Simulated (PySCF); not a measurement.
```xyz
15

F    -2.6717    1.0152   -0.7162
C    -2.4538   -0.1957   -0.1051
C    -1.1213   -0.1865    0.6280
C     0.0391    0.0395   -0.3369
O     1.2470    0.0063    0.3946
Si    2.7741    0.1842    0.0332
F     3.1815    1.6118   -0.5132
F     3.5517   -0.0683    1.3776
F     3.3222   -0.8283   -1.0539
H    -2.4737   -0.9520   -0.8964
H    -3.2864   -0.3516    0.5869
H    -1.1175    0.6082    1.3753
H    -0.9900   -1.1414    1.1368
H     0.0603   -0.7438   -1.1021
H    -0.0660    1.0103   -0.8304
```

Geometry: GFN2-xTB.

Theory: PBE0/pcSseg-1, SCF density, gas phase, non-relativistic (PySCF 2.14.0).

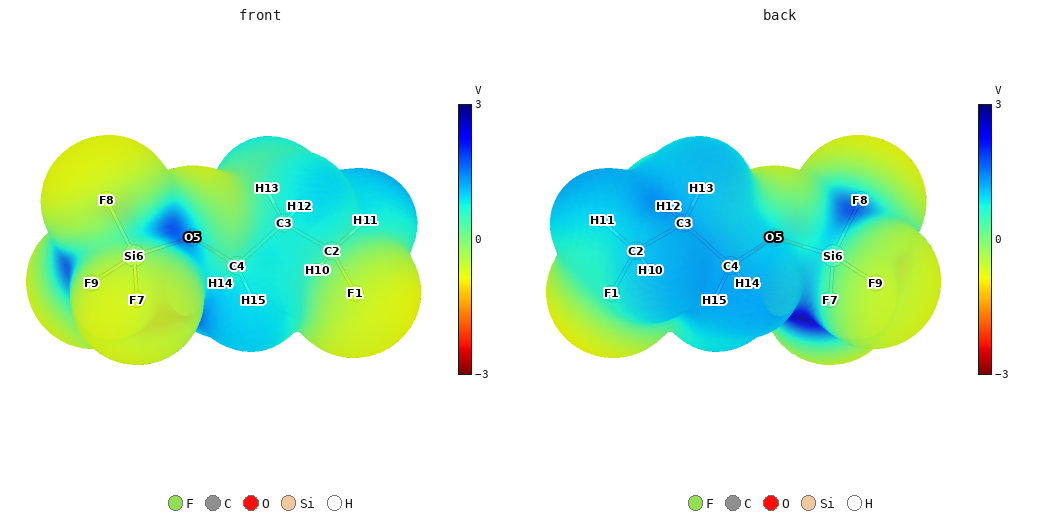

C3H6F4OSi (SMILES FCCCO[Si](F)(F)F). The electrostatic potential painted on the density surface at 0.002 e/bohr³, seen from the front and from behind; red is negative and blue positive.

Question: Where is the surface potential most negative and most positive?

Answer: The most negative region (about −0.8 V, or −18 kcal/mol for a unit charge) lies over F1 and F8, the most positive (about +2.3 V, or +53 kcal/mol for a unit charge) over Si6.

Question: How polar is the molecule by this calculation?

Answer: Its dipole moment is 3.12 D.
